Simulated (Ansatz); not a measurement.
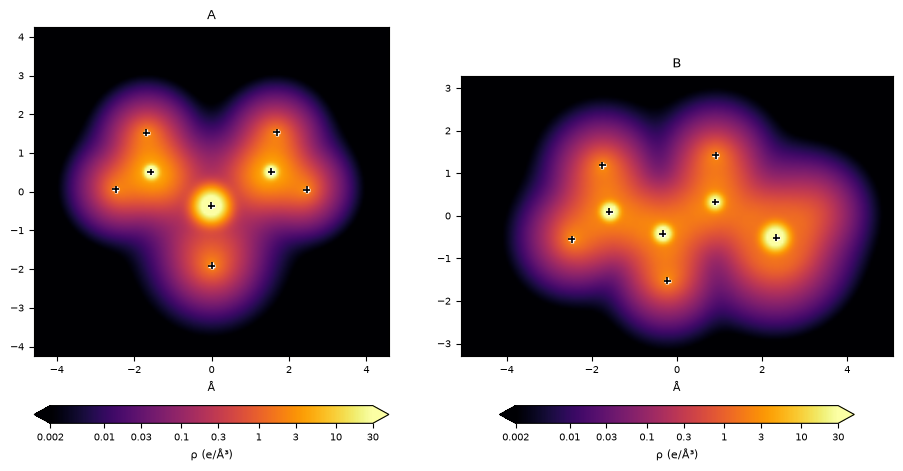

The total electron density of 2 systems, each on a plane through atoms (crosses mark nuclei in the plane).

These are results of Ansatz 0.2.0, RKS PBE-D4/def2-SVP, not measurements.

System 1: AlH5N2···NH3, the plane of atoms N4, Al1 and H6. Not at a stationary point (largest force 0.8 eV/Å).

```yaml
atoms:
  - { symbol: Al, position_ang: [0.3053, -0.6162, -0.5901] }
  - { symbol: N, position_ang: [0.5338, 2.1026, 1.1054] }
  - { symbol: N, position_ang: [-1.1358, -0.2219, -1.5756] }
  - { symbol: N, position_ang: [0.2449, -1.8800, 0.6687] }
  - { symbol: H, position_ang: [1.1476, 1.6288, 0.4285] }
  - { symbol: H, position_ang: [1.5971, 0.2059, -0.7951] }
  - { symbol: H, position_ang: [0.3833, 1.4221, 1.8633] }
  - { symbol: H, position_ang: [-0.3753, 2.1985, 0.6311] }
  - { symbol: H, position_ang: [-1.1278, 0.4650, -2.3325] }
  - { symbol: H, position_ang: [-2.0500, -0.6766, -1.5361] }
  - { symbol: H, position_ang: [1.0441, -2.1725, 1.2342] }
  - { symbol: H, position_ang: [-0.5672, -2.4558, 0.8985] }
```

System 2: C3H6S, the plane of atoms H5, C1 and H6. 

```yaml
atoms:
  - { symbol: C, position_ang: [-1.2633, 1.1164, -0.6963] }
  - { symbol: C, position_ang: [-0.6552, 0.3143, 0.2182] }
  - { symbol: C, position_ang: [0.1085, -0.8763, -0.0651] }
  - { symbol: S, position_ang: [1.0216, -1.5147, 1.1915] }
  - { symbol: H, position_ang: [-1.1738, 0.9312, -1.7788] }
  - { symbol: H, position_ang: [-1.8890, 1.9621, -0.3775] }
  - { symbol: H, position_ang: [-0.7830, 0.5609, 1.2905] }
  - { symbol: H, position_ang: [0.3346, -1.1767, -1.0992] }
  - { symbol: H, position_ang: [1.1267, -2.8722, 0.9442] }
  - { symbol: H, position_ang: [2.4724, -1.4327, 1.0718] }
```

### Match each panel to its system.

Panel A is system 1, AlH5N2···NH3: the plane holds Al, N and H. Al–N (1.78 Å): ρ is about 0.8 e/Å³ halfway. Panel B is system 2, C3H6S: the plane holds C, S and H. C–C (1.36 Å): ρ at the midpoint is about 2.1 e/Å³.
